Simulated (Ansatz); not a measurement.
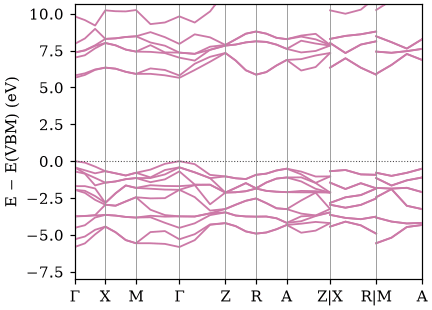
*Band structure from the program Ansatz at the HSE06 level (PAW)*

Question: Read off the gap and where the band edges lie.

Answer: About 5.7 eV (5.65 eV among the points solved); maximum at Γ, minimum at Γ.

The material is HfO2 (rutile, P4_2/mnm).

The first step of the workflow began from a Materials Project structure, measured or hypothetical; the Crystallography Open Database copy checked does not list it. It is not the phase usual at ambient conditions (space group No. 14, 29). The cell was relaxed with HSE06 under the symmetry of its start; whether a distortion lowers the energy is not shown. No spin polarisation was allowed. The hybrid was solved on a coarse mesh, the path and, where they were found, the r²SCAN edge points; its band edges are the extreme levels among these. Scalar-relativistic: spin–orbit coupling is off unless named, which matters more the heavier the elements.

Potentials: the earlier of the program's two PAW sets.
